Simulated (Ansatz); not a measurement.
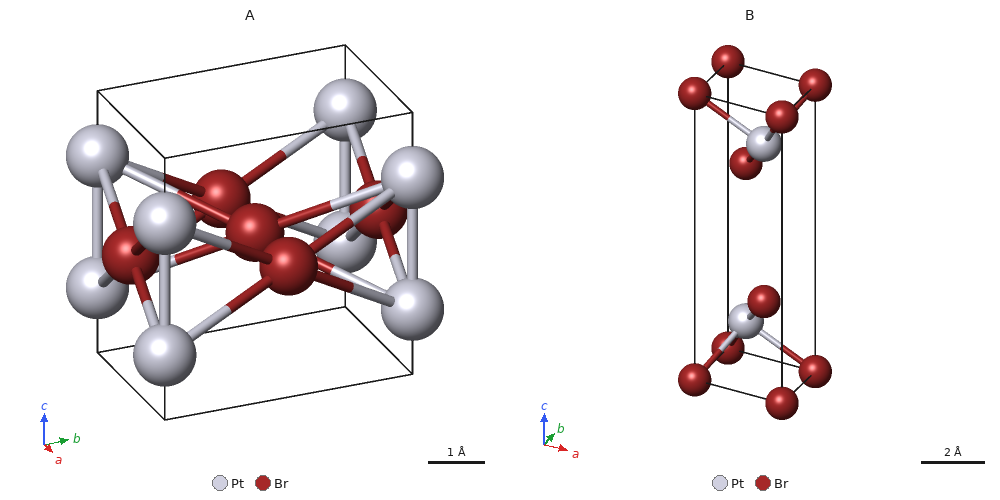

Two structures of Pt2Br3, each relaxed to rest (conventional cells in solid outline, small ones repeated, not to one scale). Method: Ansatz 0.2.0, DFT PBE, scalar-relativistic, plane waves, PAW, without spin polarisation.

**Identify the two structures.**

A: 5 atoms a cell on a primitive hexagonal lattice, P6/mmm. B: 5 atoms a cell on a primitive hexagonal lattice, P-3m1.

**Which polymorph is favoured?**

B is lower, by 868 meV/atom at this level of theory (energies at zero smearing). Volumes: A 30.4, B 26.0 Å³/atom.

One or both may be structure types tried for this composition rather than known phases.
